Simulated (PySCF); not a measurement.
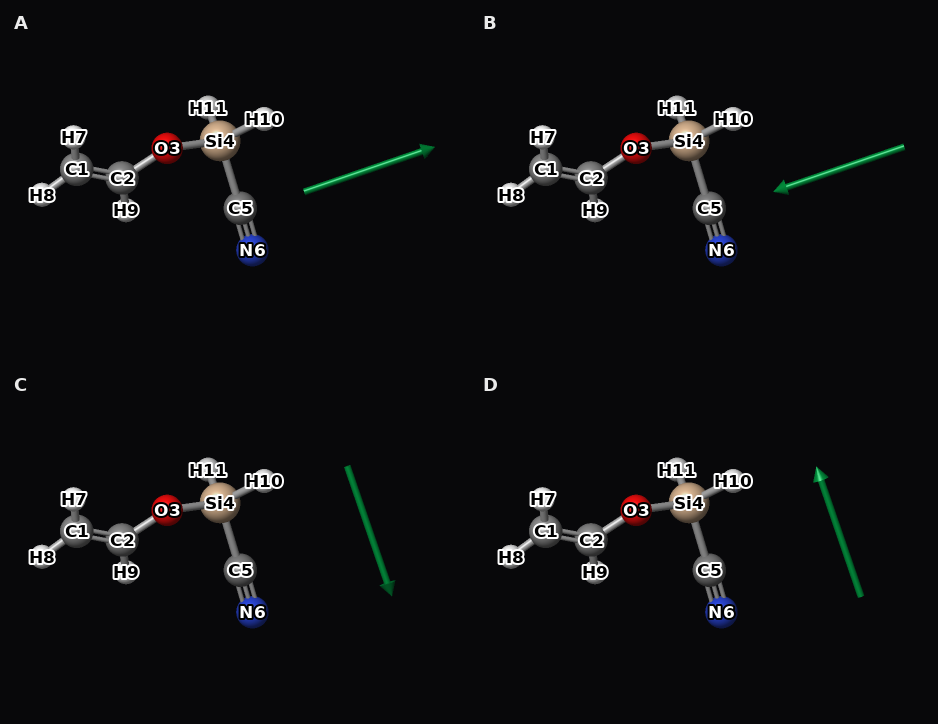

The same molecule four times, each with an arrow. Computed geometry: PBE0-D3(BJ)/def2-SVP optimisation. No frequency run is at hand to confirm it as a minimum. Properties computed with PBE0/def2-SVP, gas phase (PySCF 2.14.0).

Which arrow points along the dipole moment, from the negative to the positive end?

D. The dipole moment is 2.50 D; it points from the side of N6 to the side of H7 (the outermost atoms at the two ends).
